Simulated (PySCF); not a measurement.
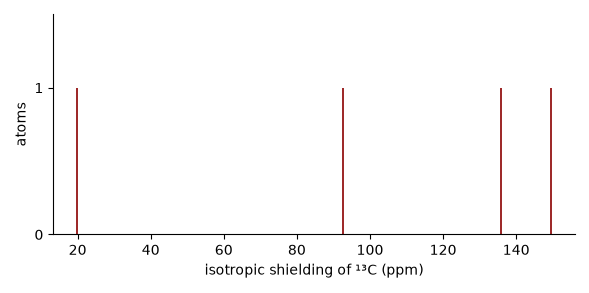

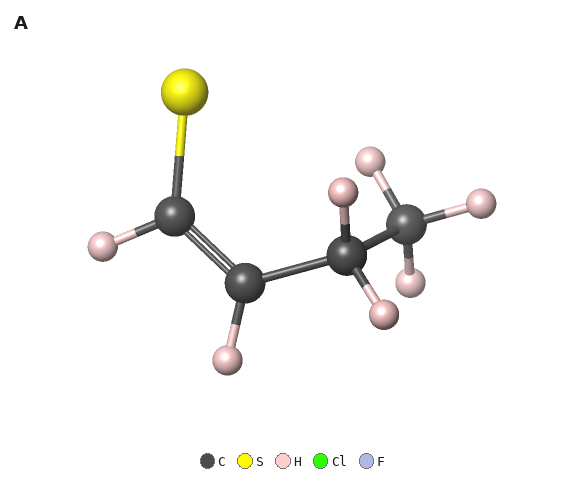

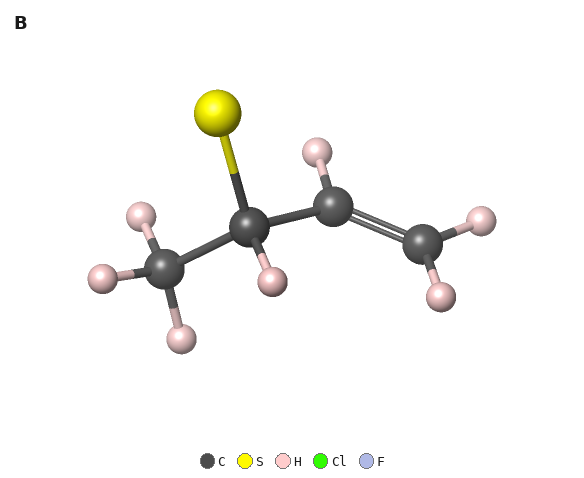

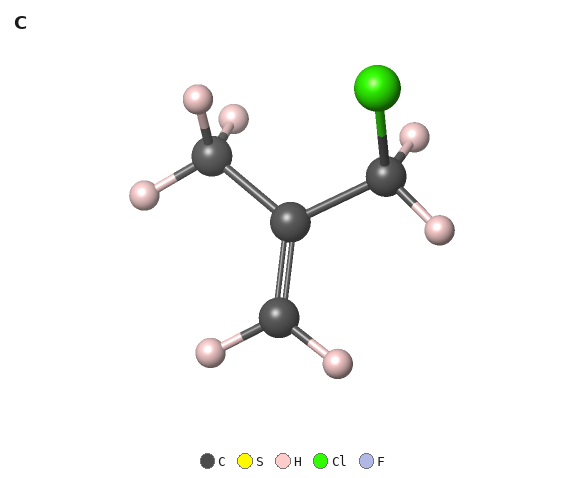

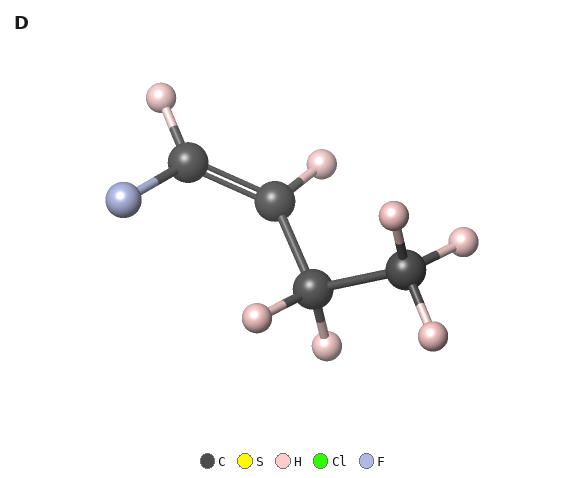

The sticks are computed shieldings of one of the molecules, for one fixed geometry (PBE0-D3(BJ)/def2-SVP) without averaging over rotations. Low shielding means a high chemical shift. Method: GIAO PBE0/pcSseg-1 NMR shielding, non-relativistic, gas phase (PySCF 2.14.0).

Match the spectrum to a structure.

B, `C=C[C@H](C)[S-]`. Its 4 C atoms give lines at 19.8, 92.5, 135.8, 149.6 ppm.
